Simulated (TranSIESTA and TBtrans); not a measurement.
Junction: In chain with one C atom in place of In. Leads: straight In chain, spacing 2.9 Å. Geometry: 3 atoms about the centre moved by SIESTA (PBE, DZP) to a largest force of 0.03 eV/Å, all others as built, motion along the axis alone.

TranSIESTA and TBtrans, PBE, DZP numerical orbitals (energy shift 0.15 eV), PseudoDojo norm-conserving scalar-relativistic potentials, mesh cutoff 200 Ry, 300 K, no spin polarisation, no spin-orbit coupling; self-consistent non-equilibrium Green functions.

Energies count from the leads' Fermi level. Transmissions are for one spin of a degenerate pair. The energy step is 0.01 eV; narrower resonances are cut or missed.

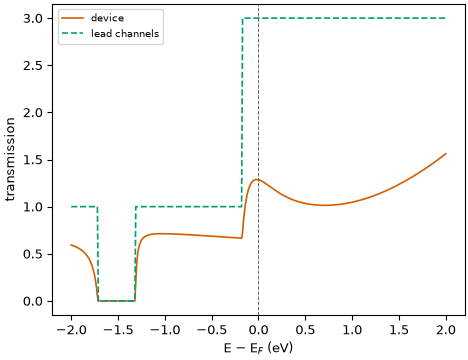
Figure: Transmission against energy

```tsv
E (eV)	T	lead channels
-2.00	0.59	1
-1.80	0.43	1
-1.60	0	0
-1.40	0	0
-1.20	0.69	1
-1.00	0.71	1
-0.80	0.71	1
-0.60	0.69	1
-0.40	0.68	1
-0.20	0.67	1
0.00	1.29	3
0.20	1.16	3
0.40	1.06	3
0.60	1.02	3
0.80	1.02	3
1.00	1.05	3
1.20	1.10	3
1.40	1.19	3
1.60	1.29	3
1.80	1.42	3
2.00	1.56	3
```

The straight chain is held at its spacing; free chains may zigzag or dimerise. No spin-polarised start was tried, so a magnetic state, if there is one, is missed.
